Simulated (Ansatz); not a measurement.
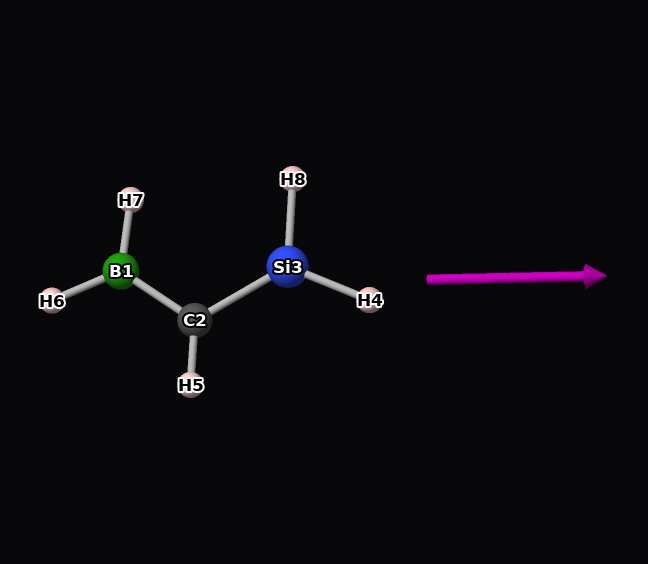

The arrow beside the molecule shows the direction of the dipole moment, from the negative to the positive end (its length means nothing). The computed structure is the end point of a PBE0-D4/def2-TZVP optimisation. No frequency run is at hand to confirm it as a minimum. Level of theory: RKS PBE0-D4/def2-TZVP (Ansatz 0.2.0).

How large is the dipole moment?

Answer. 2.72 D; it points from the side of H6 to the side of H4 (the outermost atoms at the two ends).
